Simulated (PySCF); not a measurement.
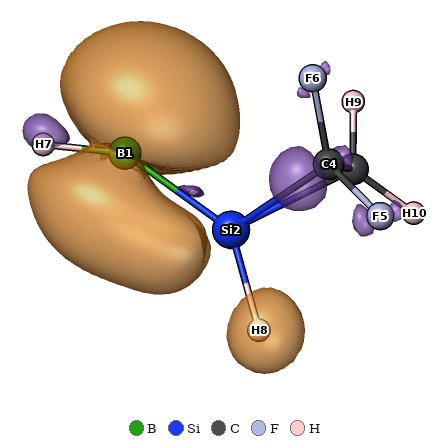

Figure 1: C2H4BF2Si (doublet). Isosurfaces of the spin density (α minus β) at +0.015 (orange) and −0.015 e/Å³ (purple), seen at a tilt.

Geometry: GFN2-xTB.

All numbers below come from PySCF, UKS B3LYP, pcH-1 on B C F H Si, non-relativistic, mean-field spin-orbit, GIAO.

```xyz
10

B     2.1918    0.1315    0.4995
Si    0.7030   -0.7072   -0.2017
C    -1.0022   -0.2661    0.6301
C    -0.7149    0.6176   -0.5085
F    -1.4670    0.5034   -1.6274
F    -0.5202    1.9383   -0.2854
H     3.3371    0.2827    0.5097
H     0.3169   -1.7873   -1.1257
H    -0.9940    0.2234    1.5913
H    -1.8416   -0.9317    0.4956
```

> Where is the unpaired spin?

The unpaired spin (1 electron) lies mostly on B1 (about 0.7) and Si2 (about 0.2), in electrons by Hirshfeld's partition.
